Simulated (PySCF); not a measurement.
C$_{3}$H$_{10}$Si, SMILES `C[SiH](C)C`.

Method: ωB97X/def2-TZVP; geometry: GFN2-xTB; program: PySCF. No frequency check shows the geometry to be a minimum.

Geometry (Å), atoms numbered from 1:

```
C1      -1.7164   -0.5252   -0.2334
Si2     -0.0001   -0.0001    0.4001
C3       1.3130   -1.2238   -0.2331
C4       0.4033    1.7490   -0.2331
H5      -1.9769   -1.5209    0.1128
H6      -1.7548   -0.5357   -1.3192
H7      -2.4894    0.1541    0.1130
H8      -0.0006   -0.0003    1.8754
H9       2.3055   -0.9517    0.1131
H10      1.3432   -1.2501   -1.3190
H11      1.1112   -2.2330    0.1130
H12      0.4135    1.7877   -1.3189
H13     -0.3286    2.4724    0.1132
H14      1.3781    2.0788    0.1134
```

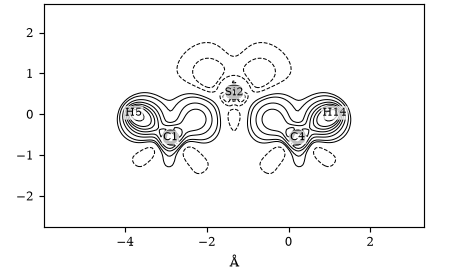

Deformation density (molecule less spherical, spin-averaged free atoms) in the plane of C1, Si2, C4, H5 and H14; contours at ±0.05 to ±0.8 e/Å³; solid lines: gain, dashed lines: loss.

Q: How much density has each bond in this plane gained at its critical point, relative to the free atoms?

A: C1–H5 and C4–H14: +0.69 e/Å³ at the bond critical point (bond length 1.09 Å, Mayer order 1.0). C1–Si2 and Si2–C4: +0.19 e/Å³ at the bond critical point (bond length 1.90 Å, Mayer order 1.0). In all, 3.3 electrons gather in the regions of gain relative to the promolecule.

Q: Where do the Hirshfeld charges lie?

A: The highest Hirshfeld charge is on Si2 (+0.40 e), the lowest on C1, C3 and C4 (−0.23 e).

| atom | charge (e) |
| --- | --- |
| C1 | −0.23 |
| Si2 | +0.40 |
| C3 | −0.23 |
| C4 | −0.23 |
| H5 | +0.04 |
| H6 | +0.04 |
| H7 | +0.04 |
| H8 | −0.09 |
| H9 | +0.04 |
| H10 | +0.04 |
| H11 | +0.04 |
| H12 | +0.04 |
| H13 | +0.04 |
| H14 | +0.04 |

Run time: 20 s on 1 thread of Intel(R) Xeon(R) Platinum 8375C CPU @ 2.90GHz (Ice Lake), with other jobs on the host, peak memory 0.76 GiB.
